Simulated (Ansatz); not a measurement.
# Run report: ZrHClF$_{4}$, molecular dynamics (part 3 of 3)

ZrHClF$_{4}$; RHF/def2-SVP (Ansatz 0.2.0). It belongs to a series of runs on one base structure; here: dynamics from the highest image of the converged band.

Geometry of the input (Å):
```
Zr -0.3204  0.0000  -0.0675
Cl -0.0249  0.0000  2.6300
F  1.5753  0.0000  -0.1265
F  -0.7436  1.5557  -1.0479
F  -0.7436  -1.5557  -1.0479
F  -2.0790  0.0000  1.0859
H  -1.4049  0.0000  2.1163
```

**Output, continued**
```
md step   199: t =    99.50 fs  T =   974.1 K  F+E_penalty+E_count = -24605.57068502 eV  E_kin = 0.629551 eV  conserved = -24604.94113398 eV  (37 SCF iters)
these checks for a lower state are left out or cut short: starts, cluster_reference, orbital_swaps, neighbouring_geometries, increment
1122 factors; integrals over basis functions are off by at most 6.7e-4 eV
mean field -24605.52644265 eV, -904.2364185424 hartree, gradient 1.4e-5 eV, S^2 0.000000; 0 other end points of the search recorded, 0 dependent functions left out
the calculation of the forces begins
reference -24605.52644265 eV, -904.2364185424 hartree; 33, 33 occupied and 77, 77 virtual orbitals, 1122 factors
1122 factors; integrals over basis functions are off by at most 6.7e-4 eV
mean field evaluation 1952: about -24605.4844 eV, gradient 2.9e0 eV
mean field -24605.52644265 eV, -904.2364185424 hartree, gradient 1.5e-5 eV, S^2 0.000000; 1 other end points of the search recorded, 0 dependent functions left out
the calculation of the forces begins
reference -24605.52644265 eV, -904.2364185424 hartree; 33, 33 occupied and 77, 77 virtual orbitals, 1122 factors
md step   200: t =   100.00 fs  T =   908.7 K  F+E_penalty+E_count = -24605.52644265 eV  E_kin = 0.587315 eV  conserved = -24604.93912758 eV  (62 SCF iters)
```

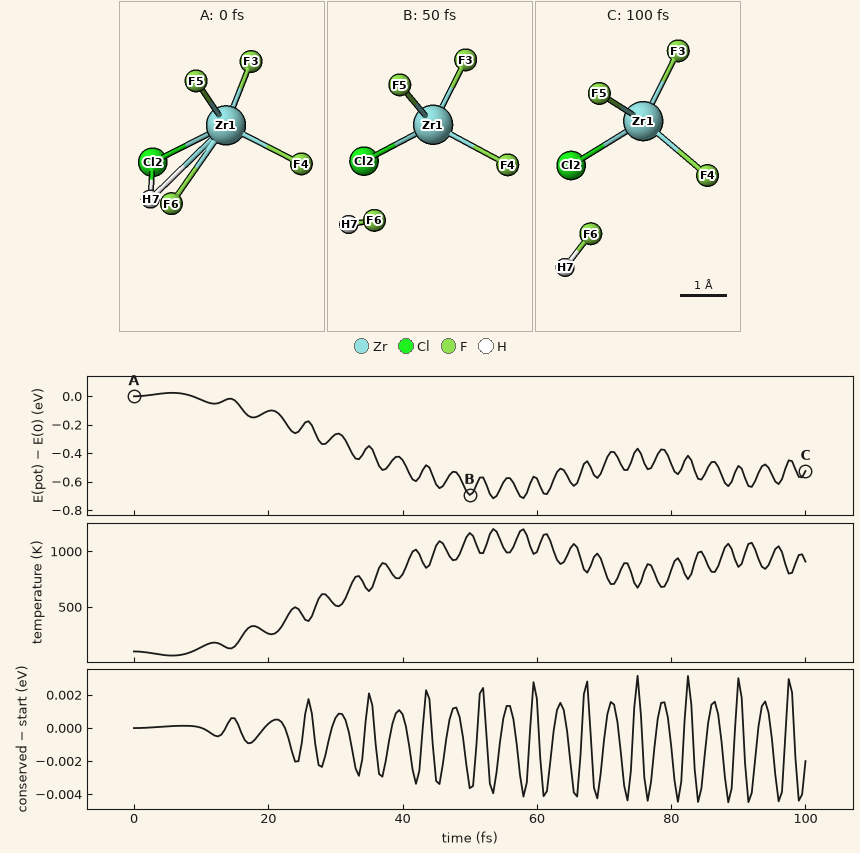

Frames of the molecular dynamics (ball-and-stick, seen at a tilt) above the curves, on which the letters mark them. The trajectory kept here has 201 frames over 100 fs. The temperature starts at 100 K, ranges from 63 to 1202 K and averages 938 K over the second half. The potential energy ends 0.525 eV below its first value. The conserved quantity stays within 0.0076 eV. After an unweighted best fit of the last frame on the first, the root-mean-square displacement is 0.93 Å, and H7 has moved furthest (1.76 Å).

```
Total energy: -24605.52644265 eV, -904.2364185424 hartree
Atom 0 at    -0.070413     0.014406     0.003556 Å, force    -0.260568    -0.114713     1.027492 eV/Å
Atom 1 at     0.058295    -0.036098     2.454548 Å, force    -0.008202     0.077339    -1.006758 eV/Å
Atom 2 at     1.727942     0.001908    -0.625528 Å, force    -0.432574     0.041620     0.054163 eV/Å
Atom 3 at    -0.949408     1.553967    -0.682516 Å, force     0.268546    -0.160468     0.039693 eV/Å
Atom 4 at    -0.904058    -1.570331    -0.620612 Å, force     0.202845     0.151622    -0.042066 eV/Å
Atom 5 at    -3.091931     0.015035     0.817357 Å, force    -1.523920    -0.120337     1.181721 eV/Å
Atom 6 at    -3.837689    -0.045160     1.384212 Å, force     1.753874     0.124938    -1.254246 eV/Å
Dipole moment:    -0.554291     0.022981     0.126267 e Å
```

**Trajectory as extended XYZ (Å, eV, eV/Å), 14 of the 201 frames kept, from step=0 to step=200**
```
7
Properties=species:S:1:pos:R:3:forces:R:3 step=0 time_fs=0.0 energy=-24605.00176 temperature=100.0
Zr   -0.3204    0.0000   -0.0675   -0.0072   0.0000  -0.0165
Cl   -0.0249    0.0000    2.6300   -0.0177   0.0000   0.0071
F     1.5753    0.0000   -0.1265    0.0145   0.0000  -0.0054
F    -0.7436    1.5557   -1.0479    0.0019   0.0138   0.0013
F    -0.7436   -1.5557   -1.0479    0.0019  -0.0138   0.0013
F    -2.0790    0.0000    1.0859    0.0065   0.0000   0.0330
H    -1.4049    0.0000    2.1163    0.0001   0.0000  -0.0208
7
Properties=species:S:1:pos:R:3:forces:R:3 step=15 time_fs=7.5 energy=-24604.98584 temperature=75.6
Zr   -0.3208   -0.0006   -0.0688    0.6180   0.0779   0.0769
Cl   -0.0329   -0.0012    2.6288    0.0343  -0.2042  -0.1114
F     1.5712    0.0143   -0.1422    0.0166  -0.0301  -0.0326
F    -0.7261    1.5626   -1.0441   -0.0908  -0.0025  -0.0063
F    -0.7461   -1.5678   -1.0360   -0.0345   0.0408   0.0388
F    -2.0685    0.0023    1.0956   -0.4903  -0.3234   0.5605
H    -1.4897   -0.1149    2.0893   -0.0533   0.4415  -0.5259
7
Properties=species:S:1:pos:R:3:forces:R:3 step=31 time_fs=15.5 energy=-24605.05377 temperature=180.8
Zr   -0.3162   -0.0009   -0.0696    1.7995  -0.0316   0.3001
Cl   -0.0388   -0.0051    2.6250    0.8161  -0.0331  -0.4769
F     1.5669    0.0285   -0.1604    0.0094  -0.0596  -0.1494
F    -0.7105    1.5698   -1.0400   -0.2322  -0.0434   0.0470
F    -0.7502   -1.5792   -1.0220   -0.1090   0.1475   0.1012
F    -2.0793   -0.0032    1.1151   -2.6279   0.0172  -1.7973
H    -1.6271   -0.0371    1.9331    0.3442   0.0029   1.9754
7
Properties=species:S:1:pos:R:3:forces:R:3 step=46 time_fs=23.0 energy=-24605.21701 temperature=432.1
Zr   -0.3033   -0.0013   -0.0683    0.6731  -0.0824   0.9827
Cl   -0.0346   -0.0095    2.6151    0.3714   0.0744  -0.6248
F     1.5648    0.0402   -0.1812    0.3918  -0.0769  -0.1765
F    -0.7021    1.5753   -1.0350   -0.2269  -0.1007   0.0876
F    -0.7565   -1.5857   -1.0061   -0.0641   0.1877   0.0966
F    -2.1408   -0.0088    1.1211   -0.9088   0.2467   0.9230
H    -1.7946    0.0611    2.0527   -0.2364  -0.2488  -1.2886
7
Properties=species:S:1:pos:R:3:forces:R:3 step=62 time_fs=31.0 energy=-24605.27758 temperature=528.1
Zr   -0.2847   -0.0022   -0.0606   -0.0228   0.0303   1.3229
Cl   -0.0237   -0.0131    2.5934    0.0860   0.0968  -0.8799
F     1.5743    0.0502   -0.2092    0.5190  -0.0955  -0.2175
F    -0.7002    1.5777   -1.0266   -0.1972  -0.2284   0.1883
F    -0.7654   -1.5869   -0.9861   -0.0275   0.2015   0.1123
F    -2.2453   -0.0111    1.1225    0.1860   0.4879   2.1948
H    -1.9353    0.0978    2.0835   -0.5434  -0.4926  -2.7210
7
Properties=species:S:1:pos:R:3:forces:R:3 step=77 time_fs=38.5 energy=-24605.44970 temperature=793.5
Zr   -0.2655   -0.0028   -0.0454    0.0086   0.1916   1.1881
Cl   -0.0105   -0.0153    2.5578   -0.0989   0.0286  -0.9966
F     1.5965    0.0567   -0.2421    0.2215  -0.1177  -0.2055
F    -0.7048    1.5734   -1.0132   -0.1723  -0.3009   0.2706
F    -0.7752   -1.5821   -0.9639   -0.0131   0.1762   0.1437
F    -2.3647   -0.0073    1.1148    0.9032   0.1655   2.1922
H    -2.0312    0.0247    2.0503   -0.8489  -0.1433  -2.5924
7
Properties=species:S:1:pos:R:3:forces:R:3 step=92 time_fs=46.0 energy=-24605.63306 temperature=1073.4
Zr   -0.2451   -0.0023   -0.0230    0.4289   0.2382   0.7875
Cl    0.0021   -0.0170    2.5061   -0.1994  -0.0253  -0.8265
F     1.6241    0.0599   -0.2811   -0.2129  -0.1340  -0.1421
F    -0.7150    1.5610   -0.9922   -0.1933  -0.1963   0.2671
F    -0.7859   -1.5725   -0.9375   -0.0339   0.0935   0.1667
F    -2.4854   -0.0015    1.0987    0.8067  -0.1468   1.0634
H    -2.1756   -0.0740    1.9918   -0.5961   0.1706  -1.3161
7
Properties=species:S:1:pos:R:3:forces:R:3 step=108 time_fs=54.0 energy=-24605.70192 temperature=1179.2
Zr   -0.2202   -0.0004    0.0058    0.5830   0.0955   0.0293
Cl    0.0124   -0.0193    2.4376   -0.1924  -0.0325  -0.0901
F     1.6471    0.0591   -0.3272   -0.3987  -0.1293  -0.0610
F    -0.7321    1.5422   -0.9617   -0.2499   0.0853   0.1765
F    -0.7987   -1.5595   -0.9041   -0.0625  -0.0338   0.1716
F    -2.6046    0.0036    1.0713    0.7155  -0.2886   1.1326
H    -2.4075   -0.1441    1.9770   -0.3950   0.3033  -1.3589
7
Properties=species:S:1:pos:R:3:forces:R:3 step=123 time_fs=61.5 energy=-24605.68826 temperature=1156.3
Zr   -0.1935    0.0020    0.0328    0.3387  -0.0699  -1.1217
Cl    0.0191   -0.0218    2.3721   -0.0757  -0.0175   1.0932
F     1.6578    0.0546   -0.3724   -0.2224  -0.1051  -0.0298
F    -0.7556    1.5269   -0.9277   -0.2911   0.3250   0.1102
F    -0.8125   -1.5482   -0.8677   -0.0802  -0.1453   0.1717
F    -2.7042    0.0062    1.0402    0.3708  -0.1365   0.3409
H    -2.6892   -0.1621    1.9432   -0.0401   0.1494  -0.5645
7
Properties=species:S:1:pos:R:3:forces:R:3 step=138 time_fs=69.0 energy=-24605.57556 temperature=981.2
Zr   -0.1648    0.0041    0.0531   -0.1647  -0.0822  -2.3940
Cl    0.0246   -0.0246    2.3235    0.0587  -0.0107   2.3504
F     1.6626    0.0471   -0.4186    0.1180  -0.0741  -0.0491
F    -0.7871    1.5203   -0.8903   -0.2529   0.3717   0.1349
F    -0.8285   -1.5410   -0.8263   -0.0754  -0.2206   0.1644
F    -2.7937    0.0076    1.0046    0.3079   0.0167  -0.2814
H    -2.9835   -0.1497    1.8766    0.0085  -0.0009   0.0750
7
Properties=species:S:1:pos:R:3:forces:R:3 step=154 time_fs=77.0 energy=-24605.50610 temperature=875.3
Zr   -0.1354    0.0059    0.0593   -0.5850   0.0590  -2.7826
Cl    0.0314   -0.0279    2.3104    0.1134  -0.0062   2.7049
F     1.6712    0.0368   -0.4694    0.3277  -0.0449  -0.0798
F    -0.8284    1.5245   -0.8460   -0.1146   0.2200   0.2070
F    -0.8479   -1.5401   -0.7772   -0.0453  -0.2448   0.1240
F    -2.8800    0.0089    0.9613   -0.2903  -0.1561   0.9137
H    -3.2805   -0.1245    1.7846    0.5940   0.1730  -1.0872
7
Properties=species:S:1:pos:R:3:forces:R:3 step=169 time_fs=84.5 energy=-24605.58654 temperature=999.2
Zr   -0.1111    0.0079    0.0488   -0.5878   0.1594  -1.7940
Cl    0.0394   -0.0310    2.3390    0.0675   0.0137   1.7001
F     1.6880    0.0257   -0.5193    0.1881  -0.0213  -0.0604
F    -0.8705    1.5348   -0.7985    0.0459   0.0190   0.2253
F    -0.8673   -1.5462   -0.7275    0.0060  -0.1850   0.0636
F    -2.9548    0.0103    0.9183   -0.3477  -0.0806   0.5840
H    -3.5045   -0.0936    1.6478    0.6279   0.0947  -0.7187
7
Properties=species:S:1:pos:R:3:forces:R:3 step=185 time_fs=92.5 energy=-24605.59746 temperature=1018.8
Zr   -0.0889    0.0110    0.0263   -0.3914   0.0876  -0.1924
Cl    0.0491   -0.0340    2.3971    0.0103   0.0476   0.1277
F     1.7111    0.0133   -0.5742   -0.1716   0.0084   0.0058
F    -0.9140    1.5465   -0.7410    0.1913  -0.1264   0.1551
F    -0.8878   -1.5583   -0.6724    0.1022  -0.0267   0.0040
F    -3.0279    0.0125    0.8675   -1.4160  -0.1663   1.4047
H    -3.7062   -0.0667    1.5151    1.6753   0.1757  -1.5050
7
Properties=species:S:1:pos:R:3:forces:R:3 step=200 time_fs=100.0 energy=-24605.52644 temperature=908.7
Zr   -0.0704    0.0144    0.0036   -0.2606  -0.1147   1.0275
Cl    0.0583   -0.0361    2.4545   -0.0082   0.0773  -1.0068
F     1.7279    0.0019   -0.6255   -0.4326   0.0416   0.0542
F    -0.9494    1.5540   -0.6825    0.2685  -0.1605   0.0397
F    -0.9041   -1.5703   -0.6206    0.2028   0.1516  -0.0421
F    -3.0919    0.0150    0.8174   -1.5239  -0.1203   1.1817
H    -3.8377   -0.0452    1.3842    1.7539   0.1249  -1.2542
```
